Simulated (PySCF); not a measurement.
Molecule: SMILES c1csc(Sc2ccc[se]2)c1. Atoms near the plane z = 0.0 Å, at the GFN2-xTB optimised geometry (x, y, z in Å): C1 (0.1, -2.5, 0.0), C2 (1.4, -2.5, 0.0), S3 (2.1, -0.9, 0.0), C4 (0.5, -0.2, 0.0), S5 (0.3, 1.5, 0.1), C6 (-1.1, 1.7, -1.0), C7 (-2.1, 2.7, -0.9), C11 (-0.5, -1.2, 0.0), H12 (-0.5, -3.4, 0.0), H13 (2.1, -3.3, 0.0), H14 (-2.1, 3.4, -0.1), H17 (-1.5, -1.0, 0.0).

Computed with PBE/def2-SVP (PySCF). Cells within 0.4 Å of a nucleus heavier than hydrogen are left out (blank, or x). The values are rescaled to run from 0 to 1.

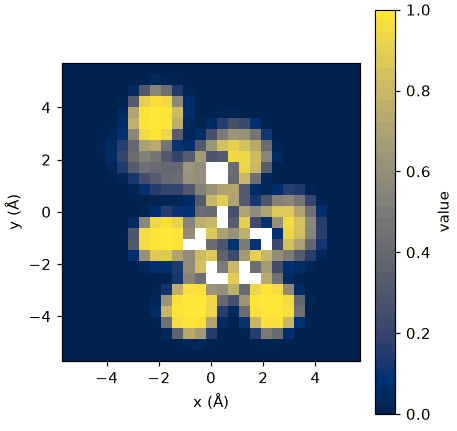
Fig. 1. a field on the plane z = 0.0 Å.

Which quantity is mapped?
(A) an orbital amplitude
(B) log10 of the electron density
(C) electron localisation function
(D) Laplacian of the electron density

C, electron localisation function
